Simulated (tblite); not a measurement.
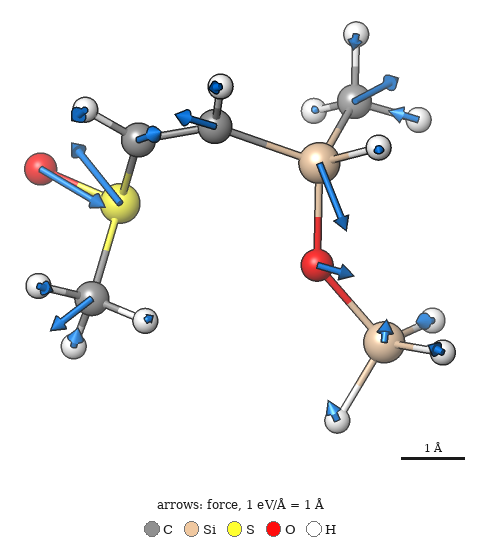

Starting geometry of C$_{4}$H$_{12}$O$_{2}$SSi$_{2}$ with the computed forces as blue arrows. A ball-and-stick model, seen face on.

Method: GFN2-xTB geometry optimisation, gas phase (tblite 0.8.0). 

### Is this structure relaxed? If not, where do the atoms go?

It isn't relaxed: the largest force vector, on the S atom, is 1.59 eV/Å. The final displacements have little in common with the starting forces (cosine between the two patterns 0.12). An H atom moves most after the best rigid fit: 0.77 Å. Largest moves by element: H 0.77 Å, O 0.44 Å, S 0.35 Å, C 0.33 Å, Si 0.32 Å. Among the contacts that change: S–Si 3.524 → 3.340 Å, C–Si 1.848 → 1.889 Å, O–Si 1.662 → 1.625 Å, C–S 1.819 → 1.850 Å. Among the angles between lasting bonds that change: Si–O–Si 138.6° → 152.5°, Si–C–C 131.9° → 124.6°, Si–C–H 110.6° → 117.0°. After 97 geometry steps the energy has fallen by 6.20 kcal/mol. The run took 0.92 s on 1 thread of Arm Neoverse V2, on a shared host.
